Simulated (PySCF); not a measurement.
# BN2H5 (SMILES NBN): SVWN5/def2-SVP (preoptimised minimum)

We compute an optimisation with harmonic vibrations of BN2H5. The job is set up through a Python script.

The calculation is run with PySCF 2.14.0.

## (1) The system as given

BN2H5: 8 atoms, total charge 0, spin state singlet. As SMILES, `NBN`. The coordinates come from a PBE0-D4/def2-TZVP symmetrised relaxation. The run starts from this shape.

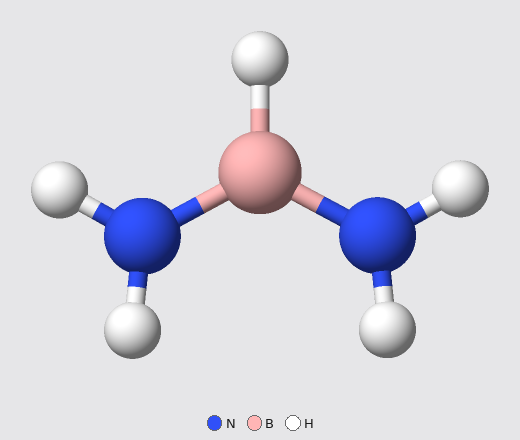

The structure, seen from a chosen angle (nitrogen blue, boron pink, hydrogen white).

## (2) An optimisation with harmonic vibrations at SVWN5/def2-SVP (preoptimised minimum)

input.xyz

```xyz
8

N     -0.980121     0.528837    -0.571364
B      0.185066     0.398919     0.210238
N      0.839064    -0.832895     0.411119
H     -1.435884    -0.232076    -1.043697
H     -1.432946     1.413316    -0.703982
H      0.640566     1.380919     0.727738
H      1.667575    -0.907556     0.970528
H      0.535847    -1.708023     0.021225
```

calc.py

```python
# NBN
import numpy
from pyscf import gto, dft, symm
from pyscf.hessian import thermo
from pyscf.geomopt.geometric_solver import kernel as optimise

system = gto.M(
    atom='input.xyz',
    basis='def2-svp',
    charge=0,
    max_memory=1860,
    verbose=3,
)

myscf = dft.RKS(system, xc='svwn')
myscf.conv_tol = 1e-10
myscf.grids.level = 4
converged, mol_eq = optimise(myscf, maxsteps=80)
print('converged:', converged)
print(mol_eq.tostring())

myscf.reset(mol_eq)
system = mol_eq
myscf.kernel()
etot = myscf.e_tot
print('Final energy', etot)
hess = myscf.Hessian().kernel()
modes = thermo.harmonic_analysis(system, hess)
print('frequencies (1/cm)', numpy.round(modes['freq_wavenumber'], 1))
symm.geom.TOLERANCE = 1e-3  # for the symmetry number
th = thermo.thermo(myscf, modes['freq_au'], 298.15, 101325)
thermo.dump_thermo(system, th)
```

Started as:

```bash
$ OMP_NUM_THREADS=1 python calc.py
```

Log:

```text
maxiter                   80
----------------------------------------------------------
Custom engine selected.
Bonds will be generated from interatomic distances less than 1.20 times sum of covalent radii
24 internal coordinates being used (instead of 24 Cartesians)
Internal coordinate system (atoms numbered from 1):
Distance 1-2
Distance 1-4
Distance 1-5
Distance 2-3
Distance 2-6
Distance 3-7
Distance 3-8
Angle 2-1-5
Angle 4-1-5
Angle 1-2-6
Angle 3-2-6
Angle 2-3-8
Angle 7-3-8
Out-of-Plane 1-2-4-5
Out-of-Plane 2-1-3-6
Out-of-Plane 3-2-7-8
Dihedral 4-1-2-3
Dihedral 4-1-2-6
Dihedral 5-1-2-3
Dihedral 5-1-2-6
Dihedral 1-2-3-7
Dihedral 1-2-3-8
Dihedral 6-2-3-7
Dihedral 6-2-3-8
Translation-X 1-8
Translation-Y 1-8
Translation-Z 1-8
Rotation-A 1-8
Rotation-B 1-8
Rotation-C 1-8
> ===== Optimization Info: ====
> Job type: Energy minimization
> Maximum number of optimization cycles: 80
> Initial / maximum trust radius (Angstrom): 0.100 / 0.300
> Convergence Criteria:
> Will converge when all 5 criteria are reached:
>  |Delta-E| < 1.00e-06
>  RMS-Grad  < 3.00e-04
>  Max-Grad  < 4.50e-04
>  RMS-Disp  < 1.20e-03
>  Max-Disp  < 1.80e-03
> === End Optimization Info ===

Geometry optimization cycle 1
Cartesian coordinates (Angstrom)
 Atom        New coordinates             dX        dY        dZ
   N  -0.980121   0.528837  -0.571364    0.000000  0.000000  0.000000
   B   0.185066   0.398919   0.210238    0.000000  0.000000  0.000000
   N   0.839064  -0.832895   0.411119    0.000000  0.000000  0.000000
[... 4 lines of this table left out ...]
   H   0.535847  -1.708023   0.021225    0.000000  0.000000  0.000000

WARN: Mole.unit (angstrom) is changed to Bohr

converged SCF energy = -136.132254712789
[... 9 lines left out ...]
Step    0 : Gradient = 1.467e-02/1.653e-02 (rms/max) Energy = -136.1322547128
[... 10 lines left out ...]
converged SCF energy = -136.133408302666
[... 20 lines left out ...]
converged SCF energy = -136.133373005302
[... 20 lines left out ...]
converged SCF energy = -136.133426863242
[... 20 lines left out ...]
converged SCF energy = -136.133429354674
[... 12 lines left out ...]
Geometry optimization cycle 6
Cartesian coordinates (Angstrom)
 Atom        New coordinates             dX        dY        dZ
   N  -0.982432   0.529309  -0.572442   -0.000094 -0.000249 -0.000019
   B   0.181221   0.390643   0.205974   -0.000059 -0.000005 -0.000020
   N   0.840606  -0.835008   0.411547    0.000337  0.000238  0.000235
[... 4 lines of this table left out ...]
   H   0.536709  -1.727354   0.017658    0.000177  0.000359  0.000153
converged SCF energy = -136.133429480537
--------------- RKS_Scanner gradients ---------------
         x                y                z
0 N    -0.0000007295     0.0000135333    -0.0000018027
1 B    -0.0000305495    -0.0000143750    -0.0000240366
2 N     0.0000297673     0.0000167810     0.0000266396
[... 4 lines of this table left out ...]
7 H     0.0000033604     0.0000180978     0.0000063162
----------------------------------------------
cycle 6: E = -136.133429481  dE = -1.25863e-07  norm(grad) = 7.22086e-05
Step    5 : Displace = 5.565e-04/9.438e-04 (rms/max) Trust = 1.634e-02 (+) Grad = 2.553e-05/4.333e-05 (rms/max) E (change) = -136.1334294805 (-1.259e-07) Quality = 0.681
Hessian Eigenvalues: 2.29999e-02 2.30000e-02 2.60074e-02 ... 4.69493e-01 4.74336e-01 5.15968e-01
Converged! =D

converged: True
N          -0.98243189        0.52930942       -0.57244215
B           0.18122115        0.39064313        0.20597414
N           0.84060593       -0.83500819        0.41154737
[... 4 lines of this table left out ...]
H           0.53670936       -1.72735358        0.01765812
converged SCF energy = -136.133429480567
Final energy -136.13342948056737
frequencies (1/cm) [ 353.7  381.8  402.1  456.3  598.   762.   884.8  897.9 1042.9 1160.3
 1400.2 1505.1 1566.4 2517.4 3526.2 3527.  3642.5 3643.8]
temperature 298.1500 [K]
pressure 101325.00 [Pa]
Rotational constants [GHz] 53.28569 9.04920 7.73552
Symmetry number 1
Zero-point energy (ZPE) 0.06440 [Eh]   169082.460 [J/mol]
                           tot       elec      trans        rot        vib
Entropy [J/mol/K]       269.055      0.000    155.902     91.972     21.181
Cv [J/mol/K]             64.565      0.000     12.472     12.472     39.622
Cp [J/mol/K]             72.880      0.000     20.786     12.472     39.622
Internal energy [J/mol]                      3718.434   3718.434 173493.720
Internal energy [Eh]   -136.06452  -136.13343
Enthalpy [J/mol]                             6197.391   3718.434 173493.720
Enthalpy [Eh]          -136.06357
Gibbs free energy [J/mol]                  -40284.926 -23703.144 167178.726
Gibbs free energy [Eh] -136.09413
```

Wall time 1.9 min (1 thread of Arm Neoverse V1, shared host); peak memory 0.56 GiB.

## (3) What came out

At SVWN5/def2-SVP (preoptimised minimum):

| quantity | value |
| --- | --- |
| total energy | -136.13343 Eh |
| dipole moment | 1.69 D |
| HOMO energy | -5.24 eV |
| LUMO energy | 0.95 eV |
| HOMO–LUMO gap | 6.19 eV |
| lowest harmonic wavenumber | 354 cm⁻¹ |
| highest harmonic wavenumber | 3644 cm⁻¹ |
| zero-point energy | 169.1 kJ/mol |

In words: At the final geometry: Bond lengths: N1–B2 1.407 Å, B2–N3 1.407 Å, N1–H4 1.022 Å, N1–H5 1.019 Å, B2–H6 1.224 Å, N3–H7 1.019 Å, N3–H8 1.022 Å. Angles: N1–B2–N3 123.7°, N1–B2–H6 118.2°, N3–B2–H6 118.2°, B2–N1–H4 124.4°, B2–N1–H5 121.7°, B2–N3–H7 121.7°, B2–N3–H8 124.4°, H4–N1–H5 113.9°, H7–N3–H8 113.9°. The program took a symmetry number of 1 where this shape has 2, so the entropy in its output is too high by R ln(2/1) = 1.38 cal/(mol K). All 18 modes are real, so the shape is a minimum at this level.
